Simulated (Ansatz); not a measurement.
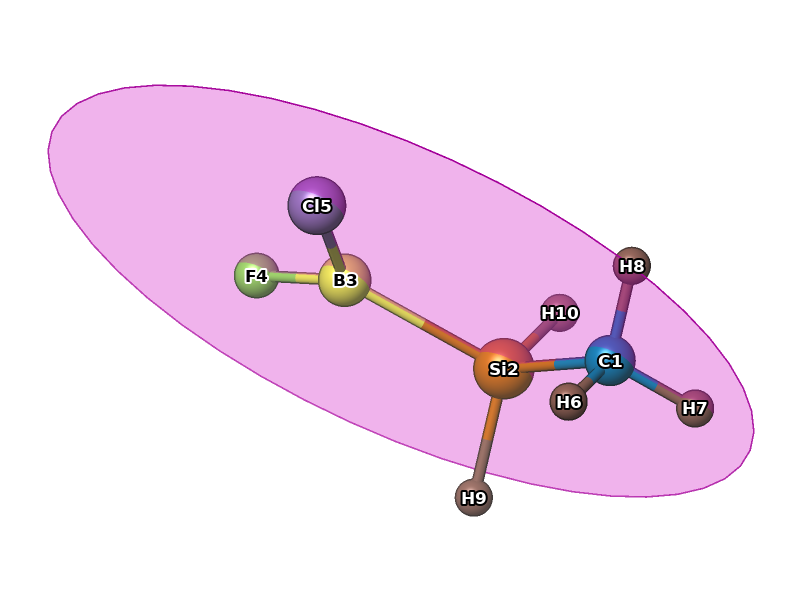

A disc through the centre of mass is drawn in. Distant atoms are faded towards the background colour. Computed geometry: PBE0-D4/def2-TZVP optimisation. No frequency run is at hand to confirm it as a minimum.

> Is the plane of the disc a mirror plane of the structure?

Yes. The reflection leaves C1, Si2, B3, F4, Cl5, H7 in place and moves H6 ↔ H8; H9 ↔ H10. The point group is Cs.
